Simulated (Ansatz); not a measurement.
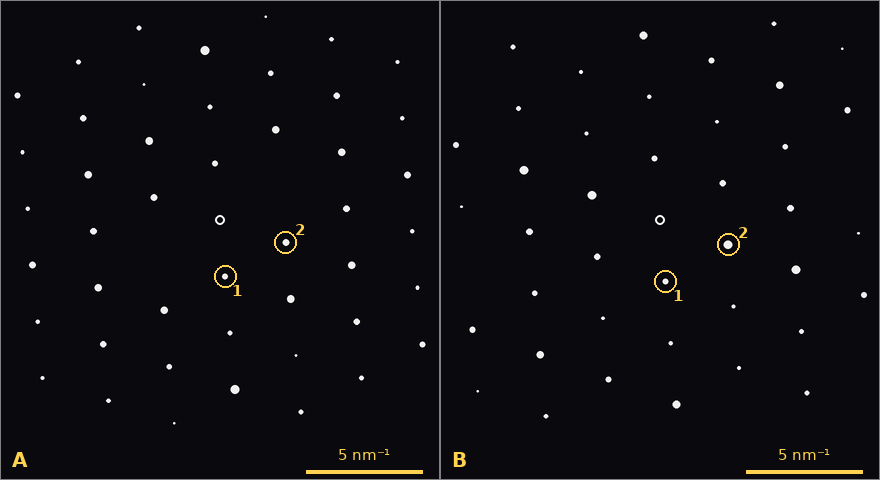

Kinematic electron diffraction patterns (120 kV, B = 0.5 Å², same scale) along [011] of the run's own cell, for the start and the end of one relaxation of As3P2 with Ansatz 0.2.0, DFT PBE, scalar-relativistic, plane waves, PAW. k mesh 12×12×6. The start is a generated model structure, and the relaxation ends in the nearest stationary point of its symmetry, not necessarily the ground state. Spot 1 is -1 0 0 and spot 2 is 0 -1 1 in both.

Start structure:

```yaml
crystal:
  lattice:
    - [4.32743, 0.00000, 0.00000]
    - [-2.16371, 3.74766, 0.00000]
    - [0.00000, 0.00000, 6.11026]
  atoms:
    - { symbol: P, position: [0.33333, 0.66667, 0.25182] }
    - { symbol: P, position: [0.66667, 0.33333, 0.74818] }
    - { symbol: As, position: [0.00000, 0.00000, 0.00000] }
    - { symbol: As, position: [0.33333, 0.66667, 0.69537] }
    - { symbol: As, position: [0.66667, 0.33333, 0.30463] }
```

Which pattern belongs to the start structure, and which to the relaxed one?

B is the start: its cell gives d(1) = 3.748 Å, d(2) = 3.195 Å and an angle of 64.8°. A is the relaxed structure, with d(1) = 4.081 Å (+8.9 %), d(2) = 3.326 Å (+4.1 %) and 66.0°.

Name reflections whose intensity changes strongly on relaxation.

1 -1 1 fades out of sight; 2 -1 1 goes from 1.4 to 61 % of the strongest spot; 1 2 -2 goes from 7.8 to 33 % of the strongest spot; 2 -2 2 goes from 14 to 54 % of the strongest spot.

Summarise the relaxation behind the change.

The volume changed by +11.4 % to 22.08 Å³ an atom; with the mean shift removed, the atoms moved by up to 0.51 Å relative to the cell (As most); the space group stayed P-3m1 (No. 164); the free energy fell by 87 meV an atom. Relaxed cell: a = 4.713 Å, b = 4.713 Å, c = 5.739 Å, α = 90.00°, β = 90.00°, γ = 120.00°.
